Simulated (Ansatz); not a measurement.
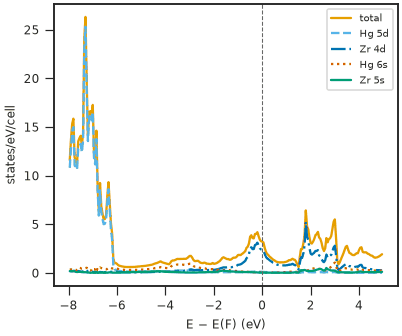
*Total and projected density of states of ZrHg$_{3}$ (Cu3Au type, Pm-3m), r²SCAN (plane waves, PAW; program Ansatz)*

Task: Which orbitals carry the states next to the Fermi level?

Result: Within 0.5 eV of the Fermi level: Zr 4d 73 %, outside the projected shells 20 %. Projections are on Löwdin-orthogonalised atomic valence shells; empty p or d shells of many metals are not among them.

Task: Where is the tallest occupied peak in this window, and what makes it?

Result: Near -7.3 eV, about 26 states/eV per cell; the largest projected share is Hg 5d.

The workflow started from an entry of the Crystallography Open Database (COD). Its standing as an ambient phase is unchecked. Symmetry was held in the r²SCAN relaxation; whether a distortion lowers the energy is not shown. No spin polarisation was allowed. Scalar-relativistic: spin–orbit coupling is off unless named, which matters more the heavier the elements.

Potentials: the later of the program's two PAW sets.
